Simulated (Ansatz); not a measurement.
# C2H5ClSi: single points with varied inputs, part 2 of 2

Ansatz 0.2.0, Gaussian basis; the settings change from run to run. Earlier steps stand in the parts before.

### Step 7. B2PLYP/cc-pVTZ-DK

This run has unrestricted orbitals, the search for lower states set to full.

The input, in.yaml:

```yaml
crystal:
  periodic: [false, false, false]
  atoms:
    - {symbol: Si, position_ang: [-0.798496, 1.077898, 0.034330]}
    - {symbol: C, position_ang: [-0.168153, -0.669588, 0.013661]}
    - {symbol: C, position_ang: [1.129583, -0.929296, -0.056926]}
    - {symbol: Cl, position_ang: [1.795221, -2.518896, -0.080829]}
    - {symbol: H, position_ang: [0.362737, 2.002563, -0.037540]}
    - {symbol: H, position_ang: [-1.700371, 1.321066, -1.122492]}
    - {symbol: H, position_ang: [-1.567235, 1.340550, 1.279638]}
    - {symbol: H, position_ang: [-0.861931, -1.505371, 0.059574]}
    - {symbol: H, position_ang: [1.897045, -0.165325, -0.106416]}
basis:
  gaussian: {orbitals: cc-pVTZ-DK}
magnetization: {spin_polarized: true, initial_magnetization: 0}
hamiltonian: {xc: {name: B2PLYP}}
scf: {lower_state_search: full}
output: {forces: true}
```

Command:

```bash
ansatz run in.yaml --threads 2 --pin off --events-out ev --progress --plain --max-ram 4352MiB
```

What it wrote, cut to the lines that bear on the results:

```text
Functional definition: B2PLYP
  name "B2PLYP"
  cite "Grimme, J. Chem. Phys. 124, 034108 (2006) doi:10.1063/1.2148954"
  cite "Becke, Phys. Rev. A 38, 3098 (1988) doi:10.1103/PhysRevA.38.3098"
  cite "Lee, Yang & Parr, Phys. Rev. B 37, 785 (1988) doi:10.1103/PhysRevB.37.785"
[...]
1135 factors; integrals over basis functions are off by at most 1.0e-3 eV
[...]
mean field -22597.92985674 eV, -830.4586048082 hartree, gradient 4.3e-6 eV, S^2 0.000000; 0 other end points of the search recorded, 0 dependent functions left out
12 core orbitals not correlated: weight in the atoms' cores, before any rotation towards them, 1.000 or more for the frozen orbitals, at most 0.000 for the correlated occupied ones
reference -22597.93003103 eV, -830.4586112134 hartree; 12, 12 occupied and 174, 174 virtual orbitals, 1135 factors
second order -21.29218284 eV of doubles, -0.00000000 eV of singles
[...]
Total energy: -22603.67892040 eV, -830.6698790009 hartree
Relativity: scalar
Atom 0 at    -0.798496     1.077898     0.034330 Å, force    -0.115706     0.255145     0.004404 eV/Å
Atom 1 at    -0.168153    -0.669588     0.013661 Å, force    -0.253673    -0.141728     0.015257 eV/Å
Atom 2 at     1.129583    -0.929296    -0.056926 Å, force     0.178375     0.386472    -0.013197 eV/Å
Atom 3 at     1.795221    -2.518896    -0.080829 Å, force     0.178221    -0.401710    -0.006693 eV/Å
Atom 4 at     0.362737     2.002563    -0.037540 Å, force    -0.086967    -0.063266     0.005231 eV/Å
Atom 5 at    -1.700371     1.321066    -1.122492 Å, force     0.065744    -0.012474     0.085037 eV/Å
Atom 6 at    -1.567235     1.340550     1.279638 Å, force     0.056000    -0.013854    -0.091544 eV/Å
Atom 7 at    -0.861931    -1.505371     0.059574 Å, force     0.087201     0.084880    -0.005554 eV/Å
Atom 8 at     1.897045    -0.165325    -0.106416 Å, force    -0.109195    -0.093465     0.007058 eV/Å
Dipole moment:    -0.068108     0.144919     0.002581 e Å
```

Run time: 26 s. Hardware: 2 threads of Arm Neoverse V2, shared host; peak memory 0.97 GiB.

Largest force 0.440 eV/Å, dipole 0.77 D, ⟨S²⟩ 0.000.

### Step 8. B97M-V/cc-pVDZ

Set apart from the defaults: multiplicity 3, atoms shaken by 0.03 Å.

The input, in.yaml:

```yaml
crystal:
  periodic: [false, false, false]
  atoms:
    - {symbol: Si, position_ang: [-0.829691, 1.140885, 0.000923]}
    - {symbol: C, position_ang: [-0.180407, -0.701684, -0.023142]}
    - {symbol: C, position_ang: [1.118096, -0.962127, -0.041837]}
    - {symbol: Cl, position_ang: [1.783053, -2.498901, -0.096516]}
    - {symbol: H, position_ang: [0.345430, 2.022448, -0.026901]}
    - {symbol: H, position_ang: [-1.682635, 1.343549, -1.134146]}
    - {symbol: H, position_ang: [-1.611250, 1.375226, 1.286421]}
    - {symbol: H, position_ang: [-0.871441, -1.517289, 0.038386]}
    - {symbol: H, position_ang: [1.919141, -0.184246, -0.134459]}
basis:
  gaussian: {orbitals: cc-pVDZ}
magnetization: {spin_polarized: true, initial_magnetization: 2}
hamiltonian: {xc: {name: B97M-V}}
```

Launched as before.

What it wrote, cut to the lines that bear on the results:

```text
Functional definition: B97M-V
  name "B97M-V"
  cite "Mardirossian & Head-Gordon, J. Chem. Phys. 142, 074111 (2015) doi:10.1063/1.4907719"
  cite "Becke, J. Chem. Phys. 107, 8554 (1997) doi:10.1063/1.475007"
  cite "Vydrov & Van Voorhis, J. Chem. Phys. 133, 244103 (2010) doi:10.1063/1.3521275"
  # Of w^i u^j: cxij and so on, Table III.
[...]
  gx(w, u) = cx00 + cx01*u + cx02*u^2 + (cx10 + cx11*u)*w
  gss(w, u) = css00 + css02*u^2 + css10*w + (css32*w^3 + css42*w^4)*u^2
  gos(w, u) = cos00 + cos01*u + cos03*u^3 + cos10*w + cos32*w^3*u^2
[...]
      + integral(e_c_pw_mod_opposite_spin*gos(b97_w_opposite, b97_u_opposite)) + vv10(b, c)
1152 factors; their error is unknown
[...]
mean field -22545.58303603 eV, -828.5348946292 hartree, gradient 5.0e-5 eV, S^2 2.009046; 0 other end points of the search recorded, 0 dependent functions left out
reference -22545.58308651 eV, -828.5348964843 hartree; 25, 23 occupied and 64, 66 virtual orbitals, 1152 factors
Total energy: -22545.58308651 eV, -828.5348964843 hartree
```

Wall time 9.5 s (2 threads of Arm Neoverse V2, shared host); peak memory 0.29 GiB.

⟨S²⟩ 2.009.

### Step 9. SVWN5/6-31G*

This run has a grid of angular degree 23.

The input, in.yaml:

```yaml
crystal:
  periodic: [false, false, false]
  atoms:
    - {symbol: Si, position_ang: [-0.798496, 1.077898, 0.034330]}
    - {symbol: C, position_ang: [-0.168153, -0.669588, 0.013661]}
    - {symbol: C, position_ang: [1.129583, -0.929296, -0.056926]}
    - {symbol: Cl, position_ang: [1.795221, -2.518896, -0.080829]}
    - {symbol: H, position_ang: [0.362737, 2.002563, -0.037540]}
    - {symbol: H, position_ang: [-1.700371, 1.321066, -1.122492]}
    - {symbol: H, position_ang: [-1.567235, 1.340550, 1.279638]}
    - {symbol: H, position_ang: [-0.861931, -1.505371, 0.059574]}
    - {symbol: H, position_ang: [1.897045, -0.165325, -0.106416]}
basis:
  gaussian: {orbitals: "6-31G*", final_grid: {core_spheres: 8, valence_spheres: 7, degree: 23}}
hamiltonian: {xc: {name: SVWN5}}
```

Same command.

What it wrote:

```text
Functional definition: SVWN5
  name "SVWN5"
  cite "Dirac, Proc. Camb. Phil. Soc. 26, 376 (1930) doi:10.1017/S0305004100016108"
  cite "Slater, Phys. Rev. 81, 385 (1951) doi:10.1103/PhysRev.81.385"
  cite "Vosko, Wilk & Nusair, Can. J. Phys. 58, 1200 (1980) doi:10.1139/p80-159"
  exchange = slater_x
  correlation = vwn5_c
983 factors; their error is unknown
mean field evaluation 1: about -22454.8562 eV, gradient 5.2e1 eV
mean field evaluation 2: about -22440.8372 eV, gradient 8.3e1 eV
mean field evaluation 4: about -22461.3223 eV, gradient 1.3e1 eV
mean field evaluation 8: about -22461.6583 eV, gradient 2.8e-1 eV
mean field evaluation 16: about -22461.6584 eV, gradient 1.8e-5 eV
mean field -22461.65843167 eV, -825.4507223051 hartree, gradient 1.8e-5 eV, S^2 0.000000; 0 other end points of the search recorded, 0 dependent functions left out
reference -22461.65846126 eV, -825.4507233925 hartree; 24, 24 occupied and 54, 54 virtual orbitals, 983 factors
Total energy: -22461.65846126 eV, -825.4507233925 hartree
```

Run time: 0.35 s. Hardware: 2 threads of Arm Neoverse V2, shared host.

### Step 10. PBE/aug-pcseg-2

Set apart from the defaults: charge +1, multiplicity 2, atoms shaken by 0.15 Å.

The input, in.yaml:

```yaml
crystal:
  periodic: [false, false, false]
  atoms:
    - {symbol: Si, position_ang: [-0.901292, 1.081620, 0.074694]}
    - {symbol: C, position_ang: [-0.128843, -0.617570, 0.118780]}
    - {symbol: C, position_ang: [1.142381, -0.783295, -0.077619]}
    - {symbol: Cl, position_ang: [2.168060, -2.540350, -0.221613]}
    - {symbol: H, position_ang: [0.506723, 1.847897, 0.014566]}
    - {symbol: H, position_ang: [-1.717728, 1.115222, -1.220992]}
    - {symbol: H, position_ang: [-1.422046, 1.227647, 1.351604]}
    - {symbol: H, position_ang: [-1.207165, -1.478621, 0.199730]}
    - {symbol: H, position_ang: [2.099740, -0.020160, 0.011187]}
basis:
  gaussian: {orbitals: aug-pcseg-2}
total_charge: 1
magnetization: {spin_polarized: true, initial_magnetization: 1}
hamiltonian: {xc: {name: PBE}}
```

Same command.

What it wrote:

```text
Functional definition: PBE
  name "PBE"
  cite "Perdew, Burke & Ernzerhof, Phys. Rev. Lett. 77, 3865 (1996) doi:10.1103/PhysRevLett.77.3865"
  parent pbe
  parameter kappa = 0.804
  parameter beta = 0.06672455060314922
  exchange = pbe_x(kappa = kappa, mu = beta*pi^2/3)
  correlation = pbe_c(beta = beta)
1366 factors; their error is unknown
mean field evaluation 1: about -22500.9653 eV, gradient 7.8e1 eV
mean field evaluation 2: about -22216.1513 eV, gradient 1.9e2 eV
mean field evaluation 4: about -22526.0919 eV, gradient 2.6e1 eV
mean field evaluation 8: about -22532.7391 eV, gradient 2.5e0 eV
mean field evaluation 16: about -22532.7426 eV, gradient 3.0e-2 eV
mean field evaluation 32: about -22532.7426 eV, gradient 7.2e-6 eV
mean field evaluation 64: about -22532.2748 eV, gradient 3.3e0 eV
mean field -22532.74259638 eV, -828.0630171754 hartree, gradient 7.2e-6 eV, S^2 0.752990; 8 other end points of the search recorded, 0 dependent functions left out
reference -22532.74266051 eV, -828.0630195322 hartree; 24, 23 occupied and 283, 284 virtual orbitals, 1366 factors
Total energy: -22532.74266051 eV, -828.0630195322 hartree
```

It took 29 s on 2 threads of Arm Neoverse V2, shared host; peak memory 0.78 GiB.

⟨S²⟩ 0.753.

### Step 11. The runs in one table

```csv
level,charge,multiplicity,geometry,functions,energy (eV),time
r2SCANh/6-31G,0,1,relaxed,54,-22548.885,2.3 s
r2SCAN0/cc-pVDZ,0,1,shaken,89,-22551.555,3.4 s
r2SCAN0/STO-3G,0,1,relaxed,33,-22300.064,1.4 s
revPBE0/def2-mTZVPP,0,1,"relaxed, point charge",117,-22551.722,1.1 s
BLYP/def2-mTZVPP,0,1,"scaled, point charge",117,-22554.731,1.6 s
B2PLYP/cc-pVTZ-DK,0,1,relaxed,198,-22603.679,26 s
B97M-V/cc-pVDZ,0,3,shaken,89,-22545.583,9.5 s
SVWN5/6-31G*,0,1,relaxed,78,-22461.658,0.35 s
PBE/aug-pcseg-2,1,2,shaken,307,-22532.743,29 s
```

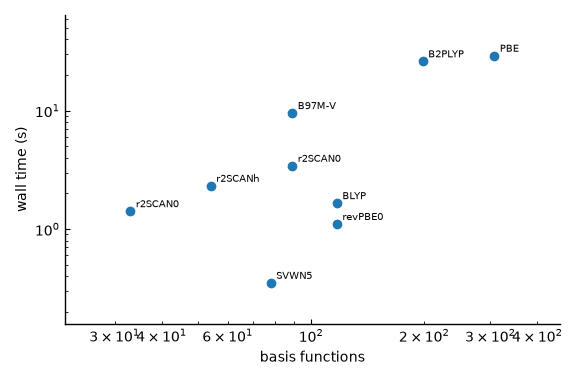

Wall time against the number of basis functions (shared host).

### Step 12. What came out

The summary covers parts 1 to 2.

```
                                         quantity                  value
                                             runs                      9
                                         quickest   SVWN5/6-31G*, 0.35 s
                                          slowest  PBE/aug-pcseg-2, 29 s
spread of total energies, same state and geometry               303.6 eV
                  dipole, same state and geometry         0.77 to 2.16 D
```

In words: Run time spans a factor of 83, from SVWN5/6-31G* to PBE/aug-pcseg-2. The jobs differ in tasks and options as well as level. The totals spread over 304 eV; they can't be compared across methods or bases. Some of these runs are scalar-relativistic and others not, which shifts the totals of all-electron atoms past neon by eV; core potentials, where a basis has them, take the core out of the total altogether. At the PBE0-D4/def2-TZVP geometry and in the same state, runs without warnings or point charges leave forces up to 2.22 eV/Å (r2SCAN0/STO-3G), against 3.8 eV/Å where the atoms were moved. At that geometry and state the dipole changes by 181 % between the lowest and highest value.
